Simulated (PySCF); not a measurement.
## Electronic structure of C6H10O6Si (SMILES [H][Si](OC(C)=O)(OC(C)=O)OC(C)=O) in real space

Input

```
{"job": {"kind": "uv", "xc": "CAM-B3LYP", "basis": "def2-SVPD", "ip": false, "nstates": 10}, "charge": 0, "multiplicity": 1}
Si     0.004270     0.006613     0.526605
H      0.028237    -0.027041     1.989928
O      1.527102     0.128675    -0.189530
C      2.354394     1.095452     0.252281
C      3.708965     1.021792    -0.374627
O      1.993662     1.905835     1.065666
H      4.336891     1.839908    -0.006081
H      3.612951     1.073597    -1.468869
H      4.167692     0.050871    -0.136040
O     -0.871303     1.293641    -0.125963
C     -2.132869     1.469433     0.311381
C     -2.787328     2.670599    -0.290355
O     -2.633819     0.710722     1.100551
H     -3.811156     2.767133     0.086510
H     -2.789561     2.576836    -1.386180
H     -2.201563     3.568344    -0.044198
O     -0.677634    -1.358422    -0.194271
C     -0.223568    -2.565303     0.194028
C     -0.962488    -3.692217    -0.452282
O      0.682552    -2.670984     0.979529
H     -0.549144    -4.650638    -0.120558
H     -0.889573    -3.600463    -1.545802
H     -2.029450    -3.624732    -0.193469
```

Run with:

```sh
OMP_NUM_THREADS=2 python probes_run.py task.json out
```

Geometry: PBE0-D3(BJ)/def2-SVP.

Computed with CAM-B3LYP/def2-SVPD, SCF density, gas phase (PySCF 2.14.0).

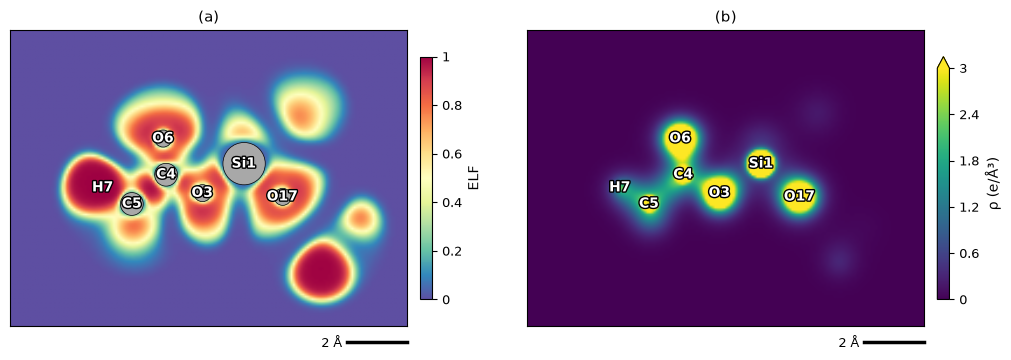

Figure 1. (a) electron localisation function; (b) total electron density on the plane of atoms Si1, O3 and C4. Grey discs cover the atomic cores in the ELF map.

### What does the map show?

- The section cuts through Si, O, C and H sites.
- C–O (1.20 Å): ρ is about 3.4 e/Å³ halfway; the ELF peaks at about 0.85 between the atoms: a short, multiple covalent bond.
- C–C (1.49 Å): ρ at the midpoint is about 1.8 e/Å³; the ELF peaks at about 1 between the atoms, as expected for localised, covalent bonding.
- Si–O (1.69 Å): ρ is about 1.1 e/Å³ halfway; the ELF peaks at about 0.90 between the atoms: a polar covalent bond.
- C–H (1.10 Å): ρ at the midpoint is about 2 e/Å³; the ELF climbs to about 1 towards the hydrogen, as it does in any bond to H (an ordinary covalent bond to hydrogen).
- C–O (1.35 Å): ρ at the midpoint is about 2.4 e/Å³, with its minimum of 2 e/Å³ about 0.5 Å from C; the ELF peaks at about 0.90 between the atoms; a polar covalent bond.
- The ELF also peaks beside O3, O17 and O6, away from the bonds: lone-pair regions.

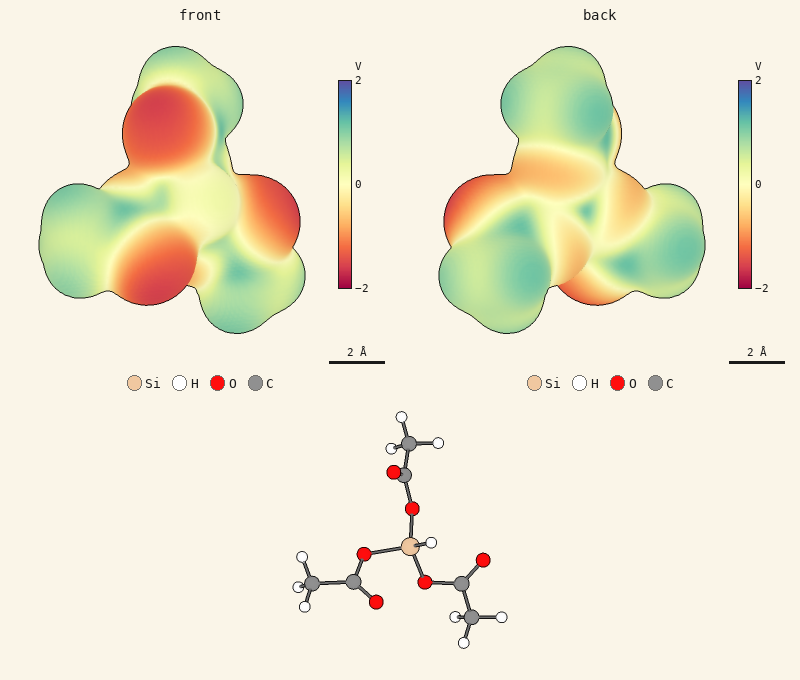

Figure 2. The molecular electrostatic potential painted on the density surface at 0.002 e/bohr³, seen from the front and from behind; the colour scale runs from red (negative) to blue (positive). The bare structure is drawn below in the same view.

### Which sites attract a positive test charge, and which a negative one?

A positive charge is drawn to the negative regions and a negative charge to the positive ones. The most negative region (about −1.5 V) lies over O6, O13 and O20, the most positive (about +1.1 V) over the C, H and Si atoms.

### What dipole moment does the calculation give?

Its dipole moment is 3.51 D.
